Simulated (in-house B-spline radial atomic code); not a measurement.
The Gd³³⁺ ion in the configuration [Ar] 3d10 4s2 4p1 (open shells shared over both j by 2j + 1). Theory: Dirac-Coulomb LDA (Slater, PW92), spherical fractional occupations, Fermi nucleus, basis-set limit (computed with an in-house B-spline radial code).

```
Z = 64
electrons = 31.0
configuration = [Ar] 3d10 4s2 4p1
hamiltonian = dirac
method = lda,pw
spin_polarised = False
nucleus = fermi
rms_radius = 5.1569
mass_number = 158
atomic_mass = 157.9241112
speed_of_light = 137.035999084
```

Wanted: the number of electrons inside radius r (solid) and the radial density 4πr²ρ (dashed).

The count levels off at 31 electrons. Half of them lie within 0.177 bohr, 90 % within 0.397 bohr and 99 % within 0.695 bohr. The radial density has minima at 0.030 and 0.13 bohr, where the count stands at 2.0 and 11.2; these part the shells that the density resolves.

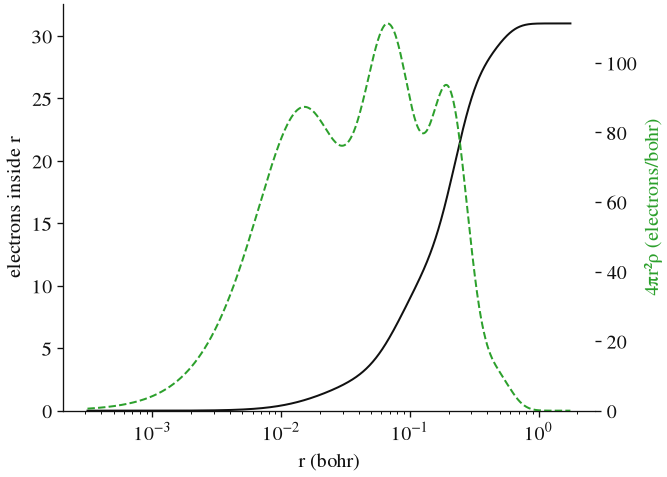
